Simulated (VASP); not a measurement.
Band structure of BN (space group C2/c). All values below come from PBE GGA, VASP's PBE PAW potentials (set 64) (plane waves; VASP).

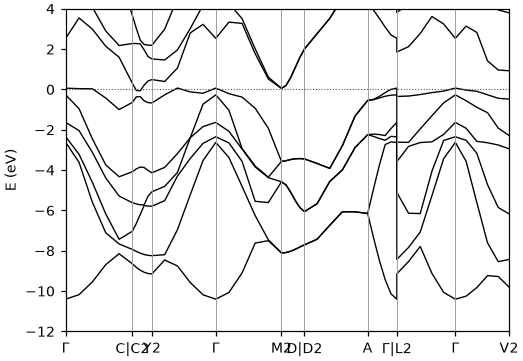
Fig. 1. Bands along high-symmetry lines, zero at the valence-band maximum or, without a gap, the Fermi level

### Question
Read the plot: is there a gap, and where are the band edges?

### Answer
It has no gap at this level: it comes out as a metal or semimetal.

The structure was generated: BN was put into an ordered model structure, which need not be its known phase. The cell was not relaxed at this level.
